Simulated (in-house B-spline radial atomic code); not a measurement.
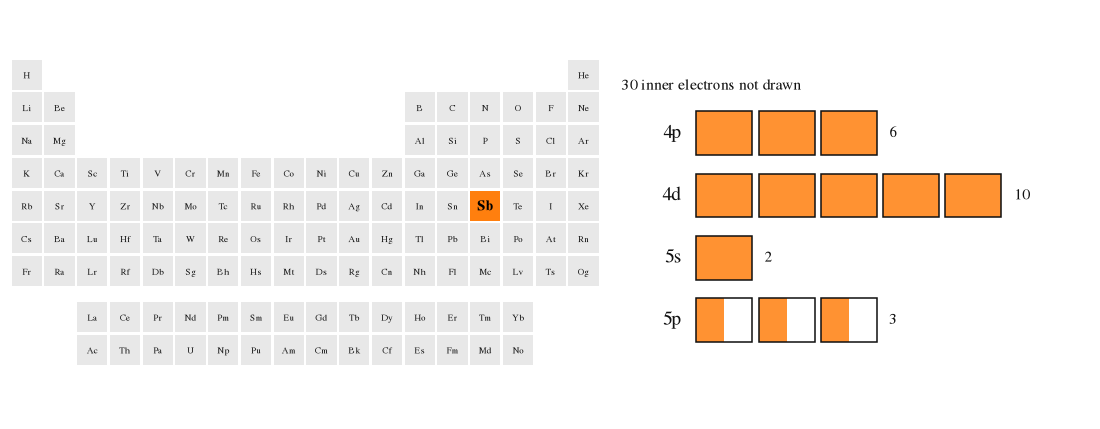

Figure 1. Left, the place of antimony in the periodic table; right, the outer shells as the input fills them: a box for each of the 2l + 1 orbitals, shaded by the share of the shell that is filled, with the electron count at the right.

## Sb: RPA and GW calculation

- system: Sb, configuration [Kr] 4d10 5s2 5p3.
- method: RPA, second-order and SOSEX correlation energies and G0W0 (contour deformation) on a scalar-relativistic (spin-free one-electron X2C) mean field, all electrons, B-spline basis (in-house B-spline radial atomic code)

## Input file
```
Z = 51
electrons = 51.0
configuration = [Kr] 4d10 5s2 5p3
hamiltonian = x2c
method = pbeh
lmax = 9
exact_exchange_fraction = 1.0
rms_radius = 4.6802
spin_polarised = True
box_radius = 40.0
intervals = 72
```

Hardware: 1 thread of AMD EPYC (Zen 3), 192 GiB of memory available, shared host.

Launched within a batch (the task file carries these settings):
```bash
python <driver script> task.json out
```

The program writes its results to a structured record and prints no log; tables and figures of this report are taken from that record.

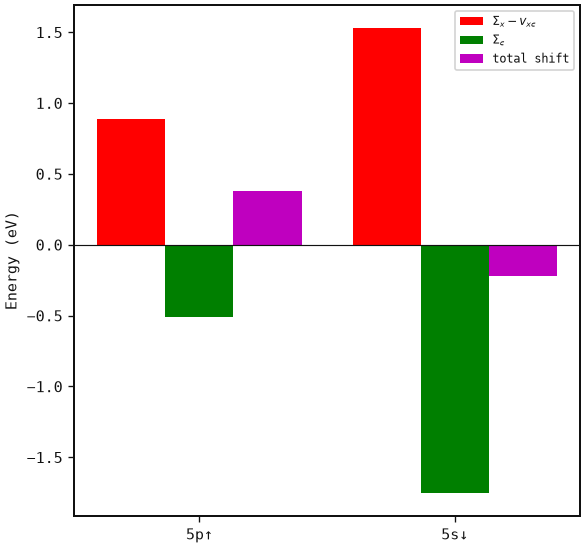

Figure 2. Parts of the G₀W₀ correction to each level for neutral antimony ([Kr] 4d¹⁰ 5s² 5p³). All-electron spherical atom, scalar X2C, PBE with 100 % exact exchange start, no spin-orbit coupling, Breit or QED terms; computed with a B-spline radial code. The quasi-particle equation is solved at full frequency; levels of low quasi-particle weight Z are left out. Σ columns are in eV, and Σc holds an estimate for the angular momenta beyond the basis. G₀W₀ moves the highest occupied level, 5p↑, from −9.78 to −9.41 eV (renormalisation factor Z = 0.95).

| Level | Mean field (eV) | Σx − vxc (eV) | Σc (eV) | Z | G₀W₀ (eV) |
| --- | --- | --- | --- | --- | --- |
| 5p↑ | −9.78 | 0.89 | −0.51 | 0.95 | −9.41 |
| 5s↓ | −14.98 | 1.53 | −1.75 | 0.94 | −15.20 |

## Summary

```tsv
quantity	value
outcome	converged
mean-field total energy	−6480.73815 hartree
total energy with exact exchange alone	−6478.04128 hartree
exact exchange energy	−169.48364 hartree
RPA correlation, extrapolated in the angular momentum of the empty orbitals	−3.62932 hartree
RPA correlation, as summed	−3.56762 hartree
direct second-order term	−4.05344 hartree
second-order exchange term	1.13028 hartree
SOSEX term	1.06554 hartree
wall time	5 s
```

## Notes

Caveats: spin-orbit coupling, Breit and QED terms are absent.
